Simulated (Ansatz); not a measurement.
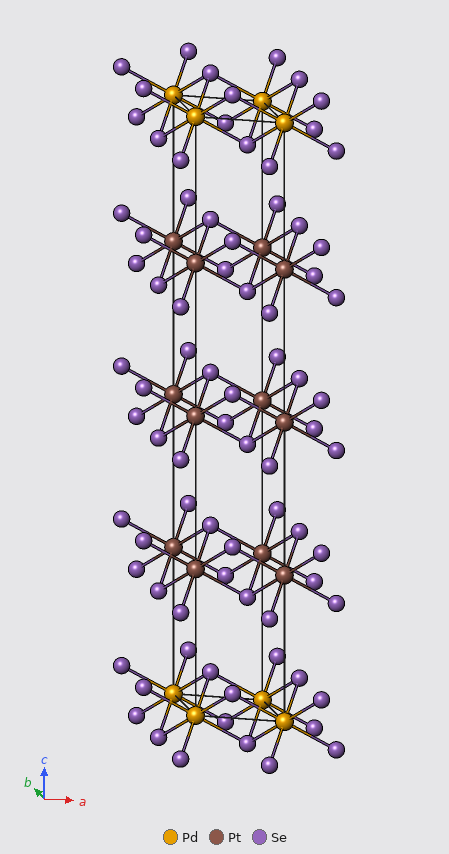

Drawn in the ball-and-stick manner and seen slightly off an axis. The lines enclose the conventional unit cell; boundary atoms appear with their images. Some atoms of the next cells are drawn as well.

PdPt₃Se₈, space group P-3m1 (No. 164), a = 3.752 Å, b = 3.752 Å, c = 25.001 Å, α = 90.00°, β = 90.00°, γ = 120.00°. Its origin is a structure type filled with these elements by a generator (whether the compound takes this form wasn't checked). Earlier steps of the study, as a rule a relaxation of our own, may have changed the cell and positions, so they can lie some per cent off the listed ones. An electronic-structure calculation with Ansatz was run on it.

This one geometry was computed with Ansatz (DFT, plane waves, PAW) at three levels of theory: LDA, PBE and r2SCAN.

> Which level gives the highest pressure at this volume, and what does that say about its equilibrium volume?

Highest: PBE (0.0 GPa), which points to the largest equilibrium volume. Lowest, with the smallest volume: LDA (-5.7 GPa). Levels within 0.5 GPa of each other can't be told apart.

> How does the band gap change with the level of theory?

LDA: a gap of 0.34 eV, indirect; PBE: a gap of 0.42 eV, indirect; r2SCAN: a gap of 0.56 eV, indirect.

> Collect the results in a table.

| level | cutoff (eV) | k-mesh of the run's cell | gap (eV) | pressure (GPa) |
| --- | --- | --- | --- | --- |
| LDA | 420 | 12×12×2 | 0.34 | -5.7 |
| PBE | 420 | 12×12×2 | 0.42 | 0.0 |
| r2SCAN | 500 | 12×12×2 | 0.56 | -2.1 |

Gaps are taken on the k-mesh or band path of each run.
